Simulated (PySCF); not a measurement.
**FH2Si, doublet, SMILES `F[SiH2]`: what the electrons do**

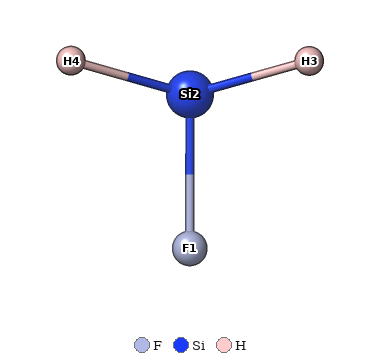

The molecule, with its atoms numbered as below. No frequency check shows the geometry to be a minimum.

Cartesian coordinates (Å):

```
F1      -1.0677    0.0000   -0.0285
Si2      0.5490    0.0000    0.0902
H3       0.9620    1.2539   -0.5031
H4       0.9614   -1.2544   -0.5029
```

## 1. Bonding charge

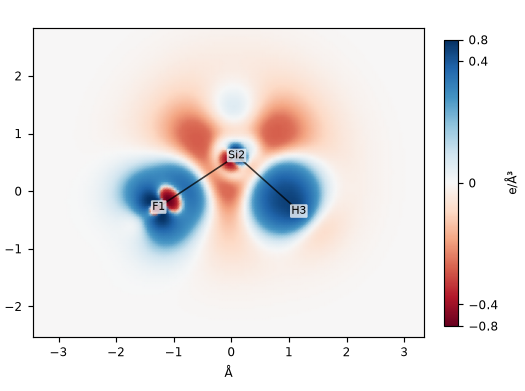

Deformation density (molecule less spherical, spin-averaged free atoms) in the plane of F1, Si2 and H3; colour scale in e/Å³, logarithmic beyond ±0.1; blue: gain, red: loss.

PySCF calculation, HF/def2-SVP, gas phase; geometry: GFN2-xTB. The stability of the open-shell solution wasn't checked. GFN2-xTB doesn't know the spin state, so this open-shell geometry is rough.

How much density has each bond in this plane gained at its critical point, relative to the free atoms?

Answer. Si2–H3: +0.23 e/Å³ at the bond critical point (bond length 1.45 Å, Mayer order 0.9). F1–Si2: −0.02 e/Å³ at the bond critical point (bond length 1.62 Å, Mayer order 0.8); up to 0.6 Å beside the axis the gain reaches +0.25 e/Å³. In all, 0.9 electrons gather in the regions of gain relative to the promolecule. A small or negative value marks a very polar bond, one between electron-rich atoms, whose free-atom densities already overlap strongly, a long bond to a heavier atom, or a closed-shell contact such as a hydrogen bond.

Where do the Hirshfeld charges lie?

Answer. The highest Hirshfeld charge is on Si2 (+0.42 e), the lowest on F1 (−0.27 e).

## 2. Local ionisation energy

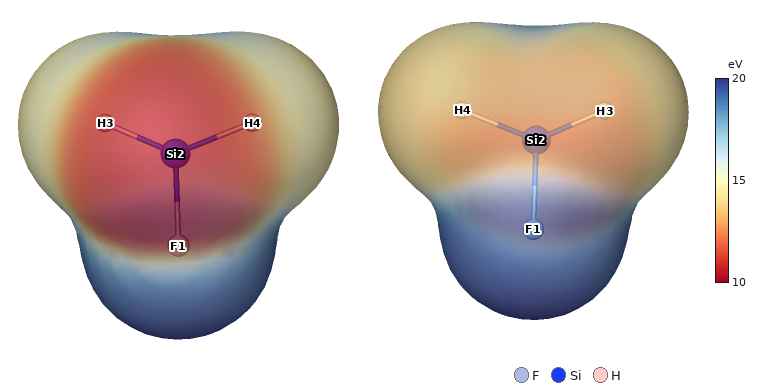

Average local ionisation energy on the surface of electron density 0.001 a.u. (back view left, front view right).

Locate the minima of the map.

Answer. The lowest value is 10.0 eV, 2.4 Å from Si2. Further minima include 13.0 eV, near H4 (2.03 Å), H3 (2.09 Å) and Si2 (2.17 Å). For comparison, the highest occupied orbital lies at −9.5 eV.

What volume does the surface enclose, and what is the dipole moment?

Answer. About 61 Å³; the dipole moment is 2.0 D.

## 3. Spin density

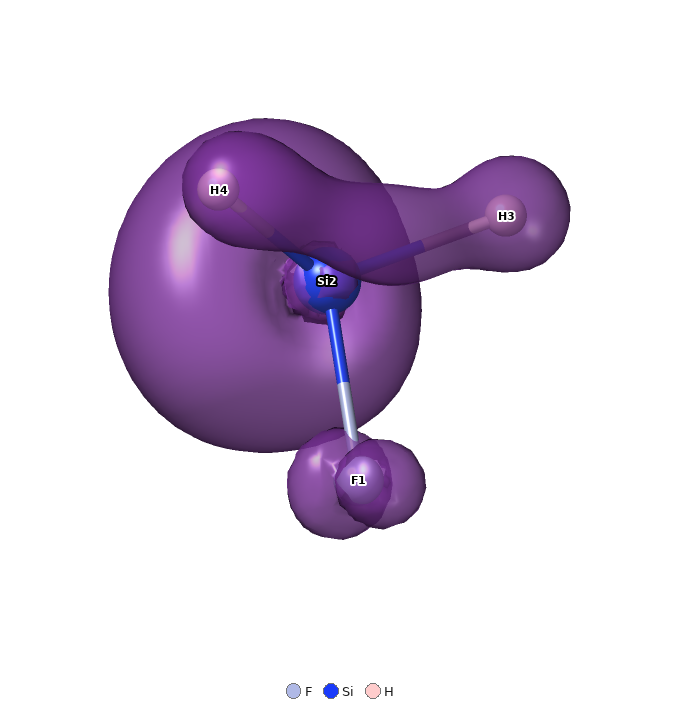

Spin density ρα − ρβ at ±0.03 e/Å³ (purple: excess α, green: excess β).

Where is the unpaired spin?

Answer. Hirshfeld spin populations: Si2 +0.84, H3 and H4 +0.06 and F1 +0.05. ⟨S²⟩ = 0.75, as for a pure state.

## 4. In an electric field

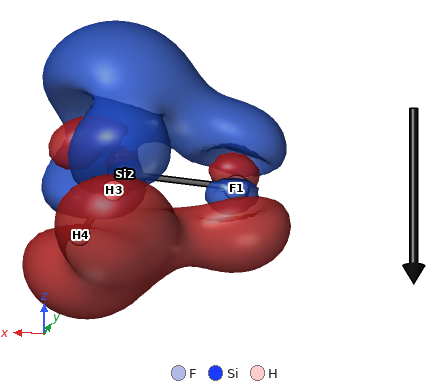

Change of the electron density in a uniform field of 0.41 V/Å along −z (arrow), surfaces at ±0.002 e/Å³ (blue: gain, red: loss).

Method: B3LYP/def2-SVPD; geometry: GFN2-xTB; program: PySCF. The stability of the open-shell solution wasn't checked. GFN2-xTB doesn't know the spin state, so this open-shell geometry is rough.

The field was applied in both directions; the picture shows the one opposite to the script's first.

How large is the response?

Answer. The induced dipole is 0.59 D (along the field); α along this axis, from the fields in both directions, is 29 bohr³ (4.3 Å³).

## 5. Removing or adding an electron

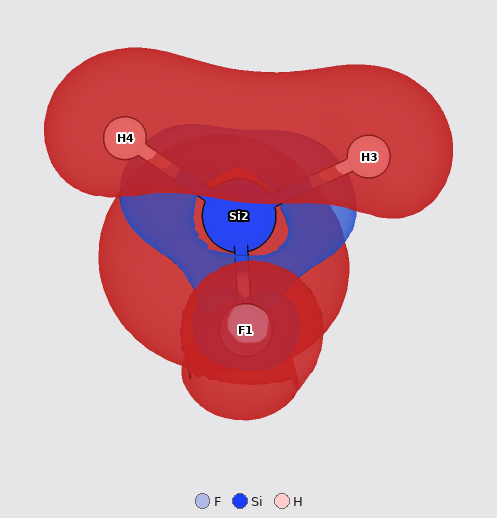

Fukui function f⁻ = ρ(N) − ρ(N−1) at fixed geometry, surfaces at ±0.02 e/Å³ (red positive, blue negative).

Computed with PySCF, PBE/def2-SVPD, geometry: GFN2-xTB. GFN2-xTB doesn't know the spin state, so this open-shell geometry is rough.

On which atoms does the density change most on removal of an electron?

Answer. f⁻ (Hirshfeld-condensed) is largest on Si2 (0.62); the vertical ionisation energy is 8.95 eV (to the singlet cation, which needn't be its lowest state). Condensed values hint at sites of electrophilic attack but needn't mark the atom that reacts. Orbital relaxation makes it negative in places (0.10 e in all).

```
atom     f⁻  charge
  F1  +0.14   −0.20
 Si2  +0.62   +0.32
  H3  +0.12   −0.06
  H4  +0.12   −0.06
```
